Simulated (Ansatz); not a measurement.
The starting structures come from a database of crystals and need not be the phases stable at ambient conditions.

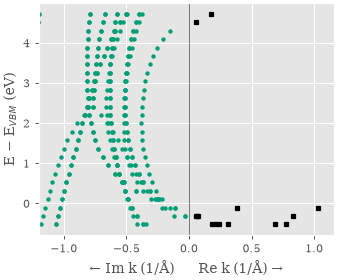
Fig. 1. Complex bands at the centre of the two-dimensional zone; Ansatz (a program for electronic structure) with r2SCAN

The gap is the functional's own. No spin-orbit coupling. Mid-gap values are interpolated on the energy grid.

Task: This is ZrO₂ (I4_1/amd, anatase, not sure to be the ambient phase, 6 atoms a cell, 14.4 Å³ an atom) along the normal of (110). Read off the slowest decay at the centre of the two-dimensional zone at 2.21 eV, the computed energy nearest the middle of the gap.

Result: κ ≈ 0.38 1/Å, a decay length 1/(2κ) of the density of 1.3 Å.
